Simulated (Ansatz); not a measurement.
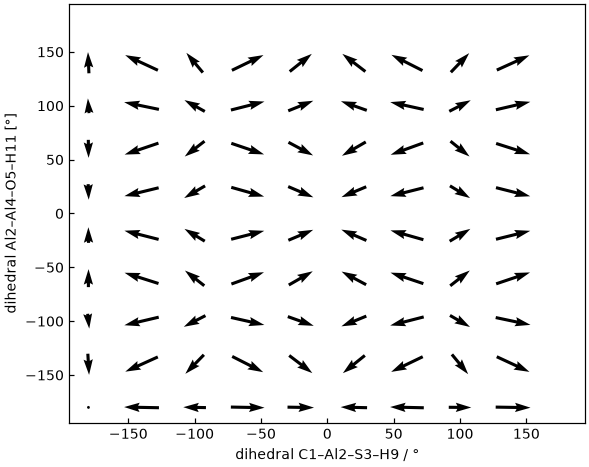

CH6Al2OS, SMILES [CH3][Al]([SH])[AlH][OH]. The first coordinate is: dihedral C1–Al2–S3–H9; the second: dihedral Al2–Al4–O5–H11. Nothing is relaxed (all other coordinates rigid). The scan uses a 9 × 9 grid. Points are written as (first, second). The calculation used RKS B3LYP-D4/def2-SVP in Ansatz.

Drawn: arrows along the force (downhill), their lengths compressed.

### The arrows alone are given. Where are the wells?

The arrows converge at (−180°, −180°); about (0°, −180°) (0.054 eV up); about (−180°, 0°) (0.075 eV up); about (0°, 0°) (0.130 eV up) (read from the interpolated surface).

The energy map of the same scan:

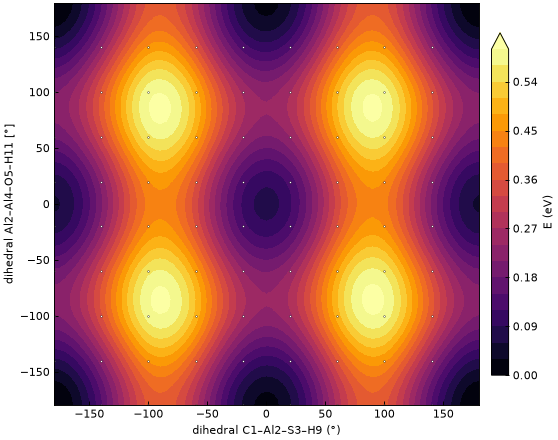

Energies are in eV, from the lowest grid point; between grid points the surface is interpolated.
